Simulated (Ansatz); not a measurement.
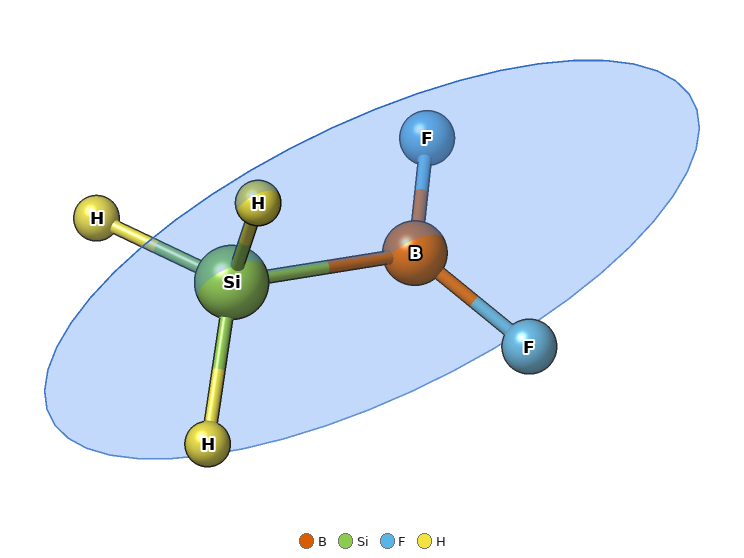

All proper rotation axes (lines) and mirror planes (discs) of the structure are drawn in. Distant atoms are faded towards the background colour. The computed structure is the end point of a PBE0-D4/def2-TZVP optimisation.

Name the symmetry elements and the point group.

Answer. It has 1 mirror plane. Point group Cs. The group has 2 operations. The geometry is achiral, and symmetry allows a dipole moment.
